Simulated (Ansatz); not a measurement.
# One shape, several levels: H3S+ (sulfonium)

Wanted: a comparison of 6 runs (B3LYP/3-21G, r2SCAN0/6-31G, MP2/3-21G, UMP2/3-21G, CCSDT(Q)/3-21G, CCSDT(Q)/6-31G) of H3S+ (sulfonium). 

The results are computed with Ansatz 0.2.0.

9 further runs of the same task are left out: 7 that didn't finish, 2 set aside as unsound or not needed.

## Step 1: The system as given

H3S+ has 4 atoms, charge +1, and is taken as a singlet. SMILES: `[SH3+]`. The H2–S1 distance was set to 3.389 Å, away from the relaxed value. At this shape a bond of the SMILES string is far longer than usual.

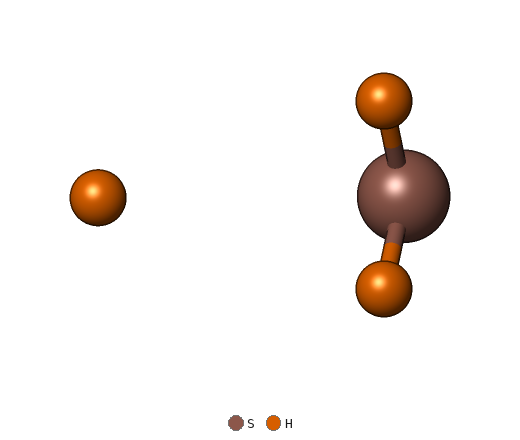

Viewed from a chosen angle; sulfur brown, hydrogen orange.

## Step 2: A single-point energy at B3LYP/3-21G (run 1)

run.yaml reads:

```yaml
basis:
  gaussian: {orbitals: 3-21G.json}
crystal:
  periodic: [false, false, false]
  atoms:
    - {symbol: S, position_ang: [-0.517972, -0.673650, -2.216383]}
    - {symbol: H, position_ang: [0.848020, 0.280920, 0.734350]}
    - {symbol: H, position_ang: [-1.313742, -1.610670, -1.645403]}
    - {symbol: H, position_ang: [-1.475092, 0.285180, -2.183873]}
total_charge: 1
accuracy: high
hamiltonian: {xc: {name: B3LYP}}
```

The basis set 3-21G is read from a file made from the Basis Set Exchange's data (not shown).

The run is started by

```console
$ ansatz run run.yaml --threads 1 --pin off --max-ram 2610MiB --events-out events.jsonl --progress --plain --runs-dir runs
```

The program printed:

```text
Warning: RAYON_NUM_THREADS=1 ignored (pool sized by the plan → 1); use --threads N
Functional definition: B3LYP
  name "B3LYP"
  parameter a0 = 0.2
  parameter ax = 0.72
  parameter ac = 0.81
  exchange = (1 - a0 - ax)*slater_x + ax*b88_x + a0*exact_x
  correlation = (1 - ac)*vwn_rpa_c + ac*lyp_c
349 factors; integrals over basis functions are off by at most 4.0e-9 eV
mean field evaluation 1: about -10810.6506 eV, gradient 3.6e1 eV
mean field evaluation 2: about -10789.3558 eV, gradient 6.3e1 eV
mean field evaluation 4: about -10798.2324 eV, gradient 4.0e1 eV
mean field evaluation 8: about -10814.4021 eV, gradient 1.1e1 eV
mean field evaluation 16: about -10816.8938 eV, gradient 9.5e-9 eV
mean field -10816.89383411 eV, -397.5135164497 hartree, gradient 7.6e-9 eV, S^2 0.000000; 0 other end points of the search recorded, 0 dependent functions left out
reference -10816.89386312 eV, -397.5135175157 hartree; 9, 9 occupied and 10, 10 virtual orbitals, 349 factors
Total energy: -10816.89386312 eV, -397.5135175157 hartree
```

It took 0.68 s on 1 thread of Arm Neoverse V2, shared host.

## Step 3: A single-point energy at r2SCAN0/6-31G (run 2)

run.yaml reads:

```yaml
crystal:
  periodic: [false, false, false]
  atoms:
    - symbol: S
      position_ang: [-0.517972, -0.673650, -2.216383]
    - symbol: H
      position_ang: [0.848020, 0.280920, 0.734350]
    - symbol: H
      position_ang: [-1.313742, -1.610670, -1.645403]
    - symbol: H
      position_ang: [-1.475092, 0.285180, -2.183873]
basis:
  gaussian: {orbitals: 6-31G}
total_charge: 1
hamiltonian: {xc: {name: r2SCAN0}}
accuracy: high
```

The run is started by

```console
$ ansatz run run.yaml --threads 1 --pin off --max-ram 2610MiB --events-out events.jsonl --progress --plain --runs-dir runs
```

The program printed:

```text
Warning: RAYON_NUM_THREADS=1 ignored (pool sized by the plan → 1); use --threads N
Functional definition: r2SCAN0
  name "r2SCAN0"
  parameter a = 0.25
  parameter k0 = 0.174
  parameter k1 = 0.065
  parameter a1 = 4.9479
  exchange = (1 - a)*r2scan_x(k0 = k0, k1 = k1, a1 = a1) + a*exact_x
  correlation = r2scan_c
398 factors; integrals over basis functions are off by at most 4.5e-9 eV
mean field evaluation 1: about -10862.5559 eV, gradient 3.1e1 eV
mean field evaluation 2: about -10844.0610 eV, gradient 5.4e1 eV
mean field evaluation 4: about -10854.0638 eV, gradient 3.9e1 eV
mean field evaluation 8: about -10865.6424 eV, gradient 1.0e1 eV
mean field evaluation 16: about -10867.7757 eV, gradient 2.5e-8 eV
mean field -10867.77568982 eV, -399.3833901579 hartree, gradient 1.5e-8 eV, S^2 0.000000; 0 other end points of the search recorded, 0 dependent functions left out
reference -10867.77569020 eV, -399.3833901718 hartree; 9, 9 occupied and 10, 10 virtual orbitals, 398 factors
Total energy: -10867.77569020 eV, -399.3833901718 hartree
```

Wall time 1.6 s (1 thread of Arm Neoverse V2, shared host); peak memory 0.1 GiB.

Runs 3 to 5 aren't shown in full; the table further down has their settings and results.

## Step 4: The energy at CCSDT(Q)/6-31G (run 6)

molecule.yaml reads:

```yaml
crystal:
  periodic: [false, false, false]
  atoms:
    - {symbol: S, position_ang: [-0.517972, -0.673650, -2.216383]}
    - {symbol: H, position_ang: [0.848020, 0.280920, 0.734350]}
    - {symbol: H, position_ang: [-1.313742, -1.610670, -1.645403]}
    - {symbol: H, position_ang: [-1.475092, 0.285180, -2.183873]}
basis:
  gaussian:
    orbitals: 6-31G
total_charge: 1
correlation:
  method: ccsdt_q
  frozen_orbitals: {H: 0, S: 5}
accuracy: high
scf:
  omitted_lower_state_checks: [cluster_reference, increment]
```

The run is started by

```console
$ ansatz run molecule.yaml --threads 1 --pin off --max-ram 2610MiB --events-out events.jsonl --progress --plain --runs-dir runs
```

The program printed:

```text
Warning: RAYON_NUM_THREADS=1 ignored (pool sized by the plan → 1); use --threads N
Functional definition: HF
  name "HF"
  exchange = exact_x
  correlation = 0
these checks for a lower state are left out or cut short: cluster_reference, increment
398 factors; integrals over basis functions are off by at most 4.5e-9 eV
mean field evaluation 1: about -10845.7527 eV, gradient 2.3e1 eV
mean field evaluation 2: about -10845.7557 eV, gradient 2.3e1 eV
mean field evaluation 4: about -10848.4035 eV, gradient 4.1e0 eV
mean field evaluation 8: about -10848.6075 eV, gradient 7.0e-2 eV
mean field -10848.60759935 eV, -398.6789758258 hartree, gradient 4.0e-8 eV, S^2 0.000000; 0 other end points of the search recorded, 0 dependent functions left out; unrestricted orbitals would lower it
5 core orbitals not correlated: weight in the atoms' cores, before any rotation towards them, 1.000 or more for the frozen orbitals, at most 0.000 for the correlated occupied ones
reference -10848.60759935 eV, -398.6789758258 hartree; 4, 4 occupied and 10, 10 virtual orbitals, 398 factors
second order -2.69423891 eV of doubles, -0.00000000 eV of singles
cycle   1  -2.61802852 eV  change   -5.1e-1 eV  update   1.7e-1
cycle   2  -3.05830426 eV  change   -4.4e-1 eV  update   1.3e-1
cycle   3  -3.27503122 eV  change   -2.2e-1 eV  update   1.3e-1
cycle   4  -3.50836654 eV  change   -2.3e-1 eV  update   1.2e-1
cycle   5  -3.66426936 eV  change   -1.6e-1 eV  update   1.0e-1
cycle   6  -3.81840375 eV  change   -1.5e-1 eV  update   9.1e-2
cycle   7  -3.93114674 eV  change   -1.1e-1 eV  update   7.7e-2
cycle   8  -4.03379965 eV  change   -1.0e-1 eV  update   6.5e-2
cycle   9  -4.11065199 eV  change   -7.7e-2 eV  update   5.3e-2
cycle  10  -4.43460553 eV  change   -3.2e-1 eV  update   4.3e-2
cycle  11  -4.40108499 eV  change    3.4e-2 eV  update   6.8e-3
cycle  12  -4.41316134 eV  change   -1.2e-2 eV  update   5.2e-3
cycle  13  -4.40625562 eV  change    6.9e-3 eV  update   2.1e-3
cycle  14  -4.41566954 eV  change   -9.4e-3 eV  update   3.7e-3
cycle  15  -4.40685082 eV  change    8.8e-3 eV  update   2.5e-3
cycle  16  -4.41207195 eV  change   -5.2e-3 eV  update   2.9e-3
cycle  17  -4.41151187 eV  change    5.6e-4 eV  update   1.4e-4
cycle  18  -4.41194654 eV  change   -4.3e-4 eV  update   2.9e-4
cycle  19  -4.41191887 eV  change    2.8e-5 eV  update   1.8e-5
cycle  20  -4.41190733 eV  change    1.2e-5 eV  update   5.9e-6
cycle  21  -4.41190497 eV  change    2.4e-6 eV  update   2.8e-6
cycle  22  -4.41190710 eV  change   -2.1e-6 eV  update   1.3e-6
cycle  23  -4.41190845 eV  change   -1.3e-6 eV  update   5.2e-7
cycle  24  -4.41190831 eV  change    1.4e-7 eV  update   2.4e-7
cycle  25  -4.41190784 eV  change    4.8e-7 eV  update   2.2e-7
cycle  26  -4.41190377 eV  change    4.1e-6 eV  update   1.6e-6
cycle  27  -4.41189890 eV  change    4.9e-6 eV  update   1.1e-6
cycle  28  -4.41189763 eV  change    1.3e-6 eV  update   2.4e-7
cycle  29  -4.41189771 eV  change   -8.0e-8 eV  update   9.3e-8
cycle  30  -4.41189765 eV  change    5.2e-8 eV  update   4.6e-8
cycle  31  -4.41189759 eV  change    6.4e-8 eV  update   2.7e-8
cycle  32  -4.41189766 eV  change   -6.5e-8 eV  update   1.6e-8
cycle  33  -4.41189767 eV  change   -2.0e-8 eV  update   4.6e-9
cycle  34  -4.41189767 eV  change    7.7e-9 eV  update   2.3e-9
cycle  35  -4.41189767 eV  change  -3.6e-10 eV  update  6.4e-10
cycle  36  -4.41189767 eV  change  -1.3e-10 eV  update  3.2e-10
perturbative correction 0.02187583 eV, 0.0008039220 hartree
WARN: these amplitudes may be one of several solutions (largest doubles amplitude 0.97, level shift 3.81 eV)
Total energy: -10852.99762118 eV, -398.8403061525 hartree
Checks for a lower state left out: cluster_reference, increment
```

Run time: 0.32 s. Hardware: 1 thread of Arm Neoverse V2, shared host.

## Step 5: The series

```csv
run,level,frozen core orbitals,energy (Eh),wall time
1,B3LYP/3-21G,–,-397.513518,0.68 s
2,r2SCAN0/6-31G,–,-399.383390,1.6 s
3,MP2/3-21G,5,-396.854905,0.1 s
4,UMP2/3-21G,5,-396.899070,0.14 s
5,CCSDT(Q)/3-21G,5,-396.917090,0.3 s
6,CCSDT(Q)/6-31G,5,-398.840306,0.32 s
```

## Step 6: Summary of results

| quantity | value |
| --- | --- |
| run 6: total energy | -398.84031 Eh |
| run 6: correlation energy (5 core orbitals frozen) | -161.3 mEh |
| run 6: T1 diagnostic | 0.185 |

In words: Totals of different functionals can't be ranked against each other. In runs 3, 5, 6 the log says that unrestricted orbitals would lower the reference, so the values rest on an unstable closed-shell determinant (other closed-shell runs at this shape may share the fault). Spin contamination of the reference: run 4 ⟨S²⟩ = 0.99. Where it is this large, the reference is a mixture of spin states, and values that rest on it are in doubt. All runs together took 3.2 s, the longest 1.6 s.
